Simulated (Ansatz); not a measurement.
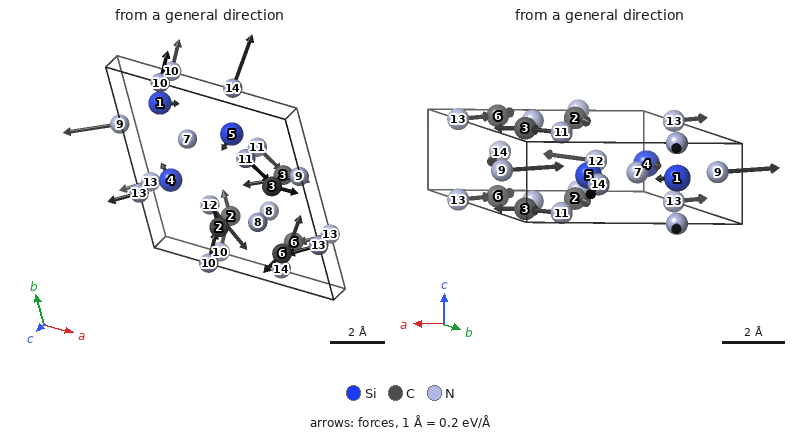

The image is a spheres-only drawing of a crystal, viewed from two general directions. The parallelepiped is the simulation cell. The arrows are the computed forces on the atoms.

System: Si3C3N8. The numbers come from DFT, HSE06, plane waves, PAW in Ansatz, using a cutoff energy of 420 eV, a 3×3×6 sampling of the Brillouin zone, no spin polarisation.

Question: Has this structure been optimised to equilibrium?

Answer: No. The atoms still feel forces of up to about 0.37 eV/Å, far above a usual threshold of 0.01 to 0.03 eV/Å.

Question: Where is the maximum force, and how large is it?

Answer: N9, N12 and N14, about 0.37 eV/Å.

Starting structure: a structure type filled with these elements by a generator (whether the compound takes this form wasn't checked). Earlier steps of the study may have refined or changed the cell and positions. It was run through Ansatz as a DFT input.
